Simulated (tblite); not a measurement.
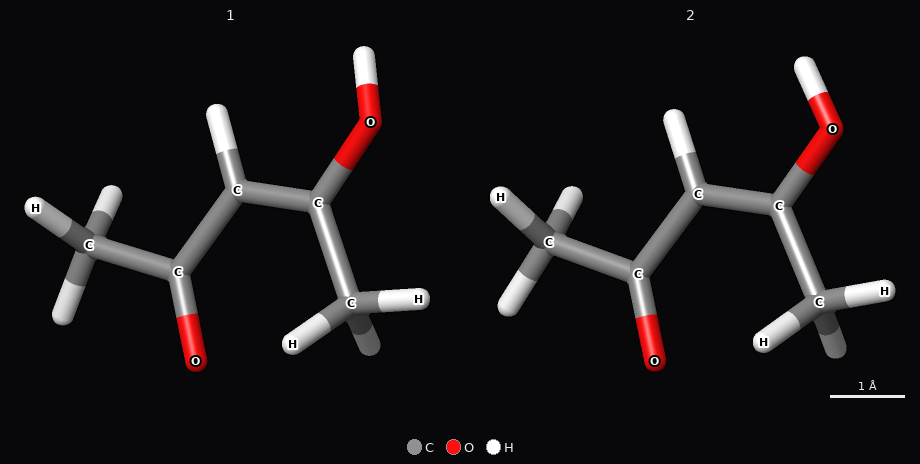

Two geometries of C₅H₈O₂, drawn at one scale. One is the start of a relaxation, the other its converged end. Style: stick. Shown at a tilt.

These are results of GFN2-xTB geometry optimisation, gas phase (tblite), not measurements. 

### Which one is relaxed?

Structure 2 is the relaxed one. The energy falls by 43.4 kJ/mol in 62 geometry steps. The atom that moves furthest after the best rigid fit is an H atom (0.32 Å). Largest moves by element: H 0.32 Å, C 0.12 Å, O 0.11 Å. Among the contacts that change: H–O 1.012 → 0.967 Å, C–O 1.391 → 1.347 Å, C–H 1.124 → 1.086 Å, C–C 1.316 → 1.349 Å. Bond angles that change, for instance: C–O–H 118.7° → 111.1°, C–C–O 119.0° → 113.0°, H–C–H 114.5° → 109.4°. Groups turn about C–O by about 20°.
